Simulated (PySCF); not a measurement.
# C2H6O2Si: NMR shifts at several levels of theory, part 2 of 2

PySCF 2.14.0. Atoms count from 0.

## 9. Shielding tensors: wB97X-D/pcSseg-2

The job: settings as JSON, then the geometry in Å.

```
{"job": {"kind": "nmr", "xc": "wB97X-D", "basis": "pcSseg-2", "pop": false}, "charge": 0, "multiplicity": 1}
O      2.156859     0.965772    -0.132591
Si     1.026912    -0.227602    -0.310970
C     -0.428892    -0.363104     0.874706
C     -1.253010    -0.037938    -0.389612
O     -0.225426     0.123696    -1.385460
H      1.827288     1.864353    -0.034164
H      1.834703    -1.428698    -0.634243
H     -0.624549    -1.352886     1.311200
H     -0.491715     0.393411     1.670244
H     -1.938119    -0.851592    -0.680876
H     -1.845488     0.889260    -0.304331
```

Level: GIAO wB97X-D/pcSseg-2 NMR shielding, non-relativistic, gas phase.

Log:

```text
coarse grid: 9688 points
cycle   1  E = -519.6961603892  dE =  7.088e-01  |g| = 9.870e-01  |ddm| = 2.292e+00
cycle   2  E = -519.6233609654  dE =  7.280e-02  |g| = 1.214e+00  |ddm| = 1.195e+00
cycle   3  E = -519.8690937946  dE = -2.457e-01  |g| = 7.299e-02  |ddm| = 6.943e-01
cycle   4  E = -519.8699846010  dE = -8.908e-04  |g| = 3.892e-02  |ddm| = 6.373e-02
cycle   5  E = -519.8702756863  dE = -2.911e-04  |g| = 1.136e-02  |ddm| = 3.078e-02
cycle   6  E = -519.8702965336  dE = -2.085e-05  |g| = 3.496e-03  |ddm| = 7.954e-03
cycle   7  E = -519.8702991297  dE = -2.596e-06  |g| = 6.721e-04  |ddm| = 3.183e-03
final grid: 88992 points
cycle   8  E = -519.8689673577  dE = -1.545e-04  |g| = 6.080e-03  |ddm| = 4.057e-02
cycle   9  E = -519.8689704514  dE = -3.094e-06  |g| = 4.994e-03  |ddm| = 7.639e-03
cycle  10  E = -519.8689753357  dE = -4.884e-06  |g| = 6.406e-04  |ddm| = 2.843e-03
cycle  11  E = -519.8689753926  dE = -5.696e-08  |g| = 4.614e-04  |ddm| = 6.620e-04
cycle  12  E = -519.8689754307  dE = -3.810e-08  |g| = 6.287e-05  |ddm| = 2.902e-04
cycle  13  E = -519.8689754320  dE = -1.236e-09  |g| = 2.368e-05  |ddm| = 8.480e-05
cycle  14  E = -519.8689754321  dE = -1.463e-10  |g| = 1.272e-05  |ddm| = 3.625e-05
converged SCF energy = -519.8689754321

GIAO shielding tensors (ppm)
atom      isotropic    diamagn.    paramagn.     s11        s22        s33       span
  0 O      246.878     383.428    -136.551    193.399    270.710    276.524     83.125
  1 Si     340.100     875.390    -535.290    330.599    340.913    348.788     18.189
  2 C      160.636     252.166     -91.530    129.347    167.834    184.727     55.380
  3 C      118.538     240.687    -122.149     90.461     98.881    166.272     75.811
  4 O      212.172     392.264    -180.092    130.504    204.407    301.604    171.100
  5 H       29.118      31.813      -2.696     22.525     24.846     39.982     17.456
  6 H       26.074      28.452      -2.377     22.337     24.310     31.575      9.238
  7 H       29.485      30.782      -1.297     26.050     27.670     34.735      8.686
  8 H       29.611      31.622      -2.011     26.925     27.417     34.493      7.568
  9 H       27.092      28.909      -1.817     23.797     26.143     31.336      7.539
 10 H       27.306      29.570      -2.263     23.552     26.034     32.333      8.781
```

Wall time 59 s (1 thread of Arm Neoverse N1, shared host); peak memory 1.1 GiB.

This run: δ C3 65.9, C2 23.8, O4 114.7, O0 80.0, H6 5.28, H9 4.26 ppm.

## 10. NMR shieldings: LC-wPBE/pcSseg-2

Same as in step 9 but for these lines:

```diff
@@ -1,2 +1,2 @@
-{"job": {"kind": "nmr", "xc": "wB97X-D", "basis": "pcSseg-2", "pop": false}, "charge": 0, "multiplicity": 1}
+{"job": {"kind": "nmr", "xc": "LC-wPBE", "basis": "pcSseg-2", "pop": false}, "charge": 0, "multiplicity": 1}
 O      2.156859     0.965772    -0.132591
```

Method: GIAO LC-wPBE/pcSseg-2 NMR shielding, non-relativistic, gas phase.

Log:

```text
coarse grid: 9688 points
cycle   1  E = -519.5581145912  dE =  7.568e-01  |g| = 9.740e-01  |ddm| = 2.286e+00
cycle   2  E = -519.5296612943  dE =  2.845e-02  |g| = 1.110e+00  |ddm| = 1.043e+00
cycle   3  E = -519.7278865596  dE = -1.982e-01  |g| = 6.463e-02  |ddm| = 5.698e-01
cycle   4  E = -519.7286821219  dE = -7.956e-04  |g| = 3.426e-02  |ddm| = 6.227e-02
cycle   5  E = -519.7289012101  dE = -2.191e-04  |g| = 1.201e-02  |ddm| = 2.870e-02
cycle   6  E = -519.7289269087  dE = -2.570e-05  |g| = 2.934e-03  |ddm| = 8.031e-03
cycle   7  E = -519.7289278839  dE = -9.752e-07  |g| = 6.976e-04  |ddm| = 2.932e-03
final grid: 88992 points
cycle   8  E = -519.7261740504  dE = -1.039e-04  |g| = 5.922e-03  |ddm| = 2.983e-02
cycle   9  E = -519.7261762433  dE = -2.193e-06  |g| = 4.142e-03  |ddm| = 4.461e-03
cycle  10  E = -519.7261789581  dE = -2.715e-06  |g| = 9.622e-04  |ddm| = 2.428e-03
cycle  11  E = -519.7261790960  dE = -1.379e-07  |g| = 3.039e-04  |ddm| = 5.480e-04
cycle  12  E = -519.7261791142  dE = -1.816e-08  |g| = 7.379e-05  |ddm| = 2.392e-04
cycle  13  E = -519.7261791156  dE = -1.423e-09  |g| = 1.972e-05  |ddm| = 7.273e-05
cycle  14  E = -519.7261791157  dE = -1.546e-10  |g| = 1.152e-05  |ddm| = 4.055e-05
converged SCF energy = -519.7261791157

GIAO shielding tensors (ppm)
atom      isotropic    diamagn.    paramagn.     s11        s22        s33       span
  0 O      255.232     383.697    -128.465    203.467    278.319    283.911     80.443
  1 Si     340.083     875.026    -534.943    329.992    341.200    349.057     19.065
  2 C      165.292     251.124     -85.832    134.423    172.742    188.712     54.288
  3 C      123.608     239.169    -115.561     95.387    103.186    172.249     76.862
  4 O      224.737     392.197    -167.459    143.328    218.506    312.377    169.048
  5 H       29.030      31.909      -2.878     22.271     24.660     40.160     17.889
  6 H       26.118      28.453      -2.335     22.359     24.392     31.603      9.244
  7 H       29.469      30.814      -1.345     25.877     27.513     35.018      9.141
  8 H       29.594      31.562      -1.967     26.735     27.297     34.751      8.016
  9 H       27.117      29.091      -1.974     23.736     26.059     31.556      7.820
 10 H       27.314      29.687      -2.373     23.531     25.949     32.463      8.932
```

Wall time 75 s (1 thread of Arm Neoverse N1, shared host); peak memory 1.1 GiB.

Key values: δ C3 64.7, C2 23.0, O4 107.9, O0 77.4, H6 5.20, H9 4.20 ppm.

## 11. Nuclear shieldings: PBE0/6-31G

Same as in step 10 but for these lines:

```diff
@@ -1,2 +1,2 @@
-{"job": {"kind": "nmr", "xc": "LC-wPBE", "basis": "pcSseg-2", "pop": false}, "charge": 0, "multiplicity": 1}
+{"job": {"kind": "nmr", "xc": "PBE0", "basis": "6-31G", "pop": true}, "charge": 0, "multiplicity": 1}
 O      2.156859     0.965772    -0.132591
```

Level: GIAO PBE0/6-31G NMR shielding, non-relativistic, gas phase.

Log:

```text
coarse grid: 9688 points
cycle   1  E = -519.1642896192  dE =  7.995e-01  |g| = 9.156e-01  |ddm| = 3.046e+00
cycle   2  E = -518.9146695822  dE =  2.496e-01  |g| = 1.458e+00  |ddm| = 2.295e+00
cycle   3  E = -519.3353110523  dE = -4.206e-01  |g| = 1.067e-01  |ddm| = 1.521e+00
cycle   4  E = -519.3376632562  dE = -2.352e-03  |g| = 4.768e-02  |ddm| = 1.480e-01
cycle   5  E = -519.3381842996  dE = -5.210e-04  |g| = 1.178e-02  |ddm| = 4.915e-02
cycle   6  E = -519.3382114627  dE = -2.716e-05  |g| = 3.283e-03  |ddm| = 1.298e-02
cycle   7  E = -519.3382139425  dE = -2.480e-06  |g| = 3.987e-04  |ddm| = 4.006e-03
final grid: 88992 points
cycle   8  E = -519.2862492957  dE = -2.648e-06  |g| = 8.458e-03  |ddm| = 1.435e-02
cycle   9  E = -519.2862293739  dE =  1.992e-05  |g| = 1.301e-02  |ddm| = 1.829e-02
cycle  10  E = -519.2862649282  dE = -3.555e-05  |g| = 9.207e-04  |ddm| = 1.144e-02
cycle  11  E = -519.2862651247  dE = -1.965e-07  |g| = 1.126e-04  |ddm| = 1.005e-03
cycle  12  E = -519.2862651263  dE = -1.619e-09  |g| = 8.293e-05  |ddm| = 1.784e-04
cycle  13  E = -519.2862651276  dE = -1.316e-09  |g| = 1.111e-05  |ddm| = 7.045e-05
cycle  14  E = -519.2862651276  dE = -3.433e-11  |g| = 2.247e-06  |ddm| = 1.890e-05
converged SCF energy = -519.2862651276

GIAO shielding tensors (ppm)
atom      isotropic    diamagn.    paramagn.     s11        s22        s33       span
  0 O      258.174     395.902    -137.728    209.855    259.229    305.438     95.583
  1 Si     401.462     877.132    -475.670    387.564    401.985    414.838     27.274
  2 C      174.654     254.976     -80.322    141.334    181.574    201.054     59.720
  3 C      136.568     244.233    -107.665    101.869    121.568    186.268     84.399
  4 O      229.202     399.066    -169.864    146.703    223.014    317.889    171.186
  5 H       30.674      29.616       1.059     23.879     26.701     41.444     17.565
  6 H       26.922      28.729      -1.807     22.447     24.552     33.768     11.321
  7 H       30.476      30.340       0.136     26.934     28.026     36.467      9.532
  8 H       30.818      30.501       0.318     27.812     27.983     36.659      8.847
  9 H       27.835      29.289      -1.453     23.712     26.637     33.156      9.444
 10 H       27.938      29.109      -1.170     23.285     26.505     34.025     10.740
```

Wall time 7.5 s (1 thread of Arm Neoverse N1, shared host); peak memory 0.5 GiB.

In short: δ C3 63.0, C2 24.9, O4 89.3, O0 60.3, H6 5.69, H9 4.78 ppm.

## 12. Shielding tensors: PBE0/STO-3G

Same as in step 11 but for these lines:

```diff
@@ -1,2 +1,2 @@
-{"job": {"kind": "nmr", "xc": "PBE0", "basis": "6-31G", "pop": true}, "charge": 0, "multiplicity": 1}
+{"job": {"kind": "nmr", "xc": "PBE0", "basis": "STO-3G", "pop": true}, "charge": 0, "multiplicity": 1}
 O      2.156859     0.965772    -0.132591
```

With the program's defaults for keys left out, this is: GIAO PBE0/STO-3G NMR shielding, non-relativistic, gas phase.

Log:

```text
coarse grid: 9688 points
cycle   1  E = -512.8919438481  dE =  7.131e-01  |g| = 7.298e-01  |ddm| = 4.095e+00
cycle   2  E = -512.8438627506  dE =  4.808e-02  |g| = 8.858e-01  |ddm| = 2.367e+00
cycle   3  E = -513.0858575935  dE = -2.420e-01  |g| = 7.272e-02  |ddm| = 1.330e+00
cycle   4  E = -513.0872260282  dE = -1.368e-03  |g| = 3.096e-02  |ddm| = 1.422e-01
cycle   5  E = -513.0875248774  dE = -2.988e-04  |g| = 4.009e-03  |ddm| = 5.008e-02
cycle   6  E = -513.0875302172  dE = -5.340e-06  |g| = 1.469e-03  |ddm| = 8.396e-03
final grid: 88992 points
cycle   7  E = -513.0438731304  dE = -2.199e-06  |g| = 5.229e-03  |ddm| = 1.531e-02
cycle   8  E = -513.0438700862  dE =  3.044e-06  |g| = 6.093e-03  |ddm| = 1.553e-02
cycle   9  E = -513.0438814433  dE = -1.136e-05  |g| = 2.598e-04  |ddm| = 8.575e-03
cycle  10  E = -513.0438814665  dE = -2.322e-08  |g| = 4.597e-05  |ddm| = 4.672e-04
cycle  11  E = -513.0438814672  dE = -6.751e-10  |g| = 1.194e-05  |ddm| = 7.985e-05
converged SCF energy = -513.0438814672

GIAO shielding tensors (ppm)
atom      isotropic    diamagn.    paramagn.     s11        s22        s33       span
  0 O      379.649     375.803       3.846    286.733    408.926    443.287    156.554
  1 Si     496.186     867.734    -371.548    427.419    512.039    549.101    121.682
  2 C      211.638     250.577     -38.939    184.125    208.418    242.372     58.247
  3 C      175.580     248.209     -72.629    140.444    167.001    219.293     78.849
  4 O      364.004     379.709     -15.705    288.619    362.310    441.082    152.463
  5 H       34.251      30.326       3.925     27.564     31.675     43.515     15.951
  6 H       29.155      30.991      -1.835     24.728     26.735     36.003     11.274
  7 H       31.587      31.213       0.374     27.029     28.678     39.053     12.024
  8 H       31.803      31.729       0.074     27.472     29.336     38.601     11.129
  9 H       30.442      30.223       0.219     26.268     27.930     37.126     10.858
 10 H       30.576      30.673      -0.097     26.395     28.056     37.276     10.882
```

Run time: 3.7 s. Hardware: 1 thread of Arm Neoverse N1, shared host; peak memory 0.51 GiB.

Key values: δ C3 59.1, C2 23.1, O4 -22.3, O0 -37.9, H6 3.45, H9 2.16 ppm.

## 13. Run by run: NMR shifts

Shifts (ppm) of some atoms, chosen among heavy atoms and hydrogens apart, with basis size and wall time:

```csv
run,C3,C2,H10,H5,O4,O0,Si1,functions,time
PBE0/pcSseg-2,66.6,24.2,4.12,2.25,123.0,85.5,1.8,271,44 s
mPW1PW91/pcSseg-2,66.7,24.2,4.10,2.25,121.8,84.0,0.9,271,45 s
WP04/pcSseg-2,69.3,25.5,3.94,2.17,113.2,67.2,-16.2,271,45 s
B97-2/pcSseg-2,66.5,24.0,4.11,2.19,119.5,80.6,-1.9,271,45 s
BHandHLYP/pcSseg-2,64.4,23.4,3.99,2.31,109.7,75.6,-5.2,271,43 s
CAM-B3LYP/pcSseg-2,66.8,24.7,4.13,2.31,120.5,85.4,-0.6,271,60 s
wB97X-D/pcSseg-2,65.9,23.8,4.05,2.24,114.7,80.0,0.6,271,59 s
LC-wPBE/pcSseg-2,64.7,23.0,4.00,2.29,107.9,77.4,6.6,271,75 s
PBE0/6-31G,63.0,24.9,4.67,1.94,89.3,60.3,43.3,61,7.5 s
PBE0/STO-3G,59.1,23.1,2.03,-1.65,-22.3,-37.9,21.4,35,3.7 s
```

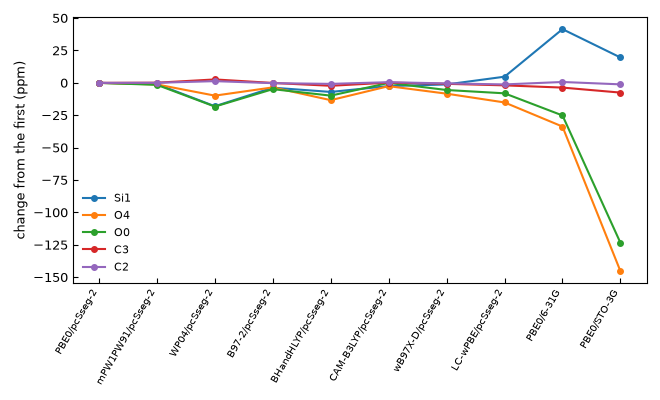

How five of the tabulated atoms move from run to run.

## 14. Results

What follows sums up all 2 parts.

```
                                       quantity                                             value
                                    point group                                                C1
           rotational constants (main isotopes)                              8.11, 3.37, 2.88 GHz
         13C shifts against TMS (PBE0/pcSseg-2)                                    66.6, 24.2 ppm
          1H shifts against TMS (PBE0/pcSseg-2)            5.41, 4.36, 4.12, 2.25, 1.94, 1.80 ppm
         17O shifts against H2O (PBE0/pcSseg-2)                                   123.0, 85.5 ppm
        29Si shifts against TMS (PBE0/pcSseg-2)                                           1.8 ppm
range of the shift of Si1 (minimal bases aside)                                 -16.2 to 43.3 ppm
                  property runs in this session  10, of which 0 failed and 1 gave unsound results
```

In words: Single values in the summary come from the first sound run of each kind (PBE0/pcSseg-2), which need not be the best level. The start of the PBE0/def2-SVP relaxation was shaken at random by about 0.01 Å, so part of the energy gained, and of the first lengths quoted, undoes that. The optimisation took 9 steps and gained 0.143 eV; among the close pairs (by a distance rule), C2–C3 changed most, from 1.498 to 1.544 Å. At PBE0/pcSseg-2: Shielding is most anisotropic at O4 (span 177 ppm, paramagnetic term -188 ppm). Leaving out the minimal-basis runs, which are unusable for shieldings: In ppm, Si1 moves most: its shift spreads over 59.5 ppm, from -16.2 (WP04/pcSseg-2) to 43.3 (PBE0/6-31G).
